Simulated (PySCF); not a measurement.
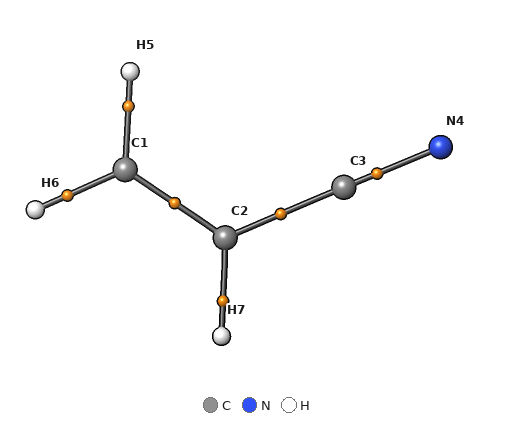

Figure. C3H3N, SMILES `C=CC#N`. Molecular graph of the electron density (QTAIM): bond paths, bond critical points (orange), ring points (yellow, if any); weak paths are dashed.

Method: BLYP/def2-SVP; geometry: GFN2-xTB; program: PySCF. No frequency check shows the geometry to be a minimum.

Input script:

```python
import numpy as np
from pyscf import gto, scf, dft
from pyscf.scf import atom_ks, atom_hf
from scipy.linalg import block_diag

def solve(mol, dm0=None, hcore=None):
    mf = (dft.UKS if mol.spin else dft.RKS)(mol, xc='blyp')
    mf.grids.level = 3
    mf = mf.density_fit(auxbasis='def2-universal-jkfit')
    mf.conv_tol, mf.max_cycle = 1e-8, 80
    if hcore is not None:
        mf.get_hcore = lambda *args: hcore
    mf.kernel(dm0)
    if not mf.converged:
        mf = mf.newton().run(mf.mo_coeff, mf.mo_occ, max_cycle=30)
    assert mf.converged, 'SCF not converged'
    return mf

mol = gto.M(atom='''
C      1.58654    -0.35619     0.00000
C      0.57704     0.50649     0.00000
C     -0.77267     0.09480     0.00000
N     -1.87230    -0.22913     0.00000
H      1.41936    -1.42087     0.00000
H      2.61078    -0.02401     0.00000
H      0.73055     1.57825     0.00000
''', basis='def2-svp', charge=0, spin=0, verbose=4)
mf = solve(mol)
mf.analyze()
# spherically averaged free atoms, for the promolecule
atm = atom_ks.get_atm_nrks(mol, xc='blyp')
pro = block_diag(*[(atm[a[0]][2] * atm[a[0]][3]) @ atm[a[0]][2].T for a in mol._atom])
np.savez('result.npz', e=mf.e_tot, c=mf.mo_coeff, occ=mf.mo_occ, eps=mf.mo_energy, pro=pro, dip=mf.dip_moment(verbose=0), s2=mf.spin_square()[0])
```

Launched as:

```sh
OMP_NUM_THREADS=1 python input.py
```

The run took 8.6 s on 1 thread of Intel(R) Xeon(R) Platinum 8259CL CPU @ 2.50GHz (Skylake/Cascade Lake) (shared host), peak memory 0.31 GiB.

Partitions, critical points and surface values were worked out afterwards from this run's density.

How many critical points of each kind are there, and does the count close?

Answer. 7 nuclei, 6 bond, 0 ring and 0 cage critical points: 7 − 6 + 0 − 0 = 1, as the Poincaré–Hopf relation requires.

Tabulate density, Laplacian, ellipticity and energy density at the bond critical points (atomic units).

Answer.
```json
{"bond": "C3–N4", "length (Å)": "1.146", "ρ (a.u.)": "0.476", "∇²ρ (a.u.)": "+0.42", "ε": "0.03", "H (a.u.)": "−0.885"}
{"bond": "C1–C2", "length (Å)": "1.328", "ρ (a.u.)": "0.342", "∇²ρ (a.u.)": "−0.91", "ε": "0.36", "H (a.u.)": "−0.364"}
{"bond": "C2–C3", "length (Å)": "1.411", "ρ (a.u.)": "0.288", "∇²ρ (a.u.)": "−0.74", "ε": "0.07", "H (a.u.)": "−0.270"}
{"bond": "C1–H5", "length (Å)": "1.078", "ρ (a.u.)": "0.284", "∇²ρ (a.u.)": "−1.11", "ε": "0.01", "H (a.u.)": "−0.314"}
{"bond": "C1–H6", "length (Å)": "1.077", "ρ (a.u.)": "0.284", "∇²ρ (a.u.)": "−1.10", "ε": "0.01", "H (a.u.)": "−0.314"}
{"bond": "C2–H7", "length (Å)": "1.083", "ρ (a.u.)": "0.281", "∇²ρ (a.u.)": "−1.07", "ε": "0.02", "H (a.u.)": "−0.306"}
```

What kind of interaction is C1–H5?

Answer. Shared-shell (covalent): ρ = 0.284, ∇²ρ = −1.11, H = −0.314 a.u.
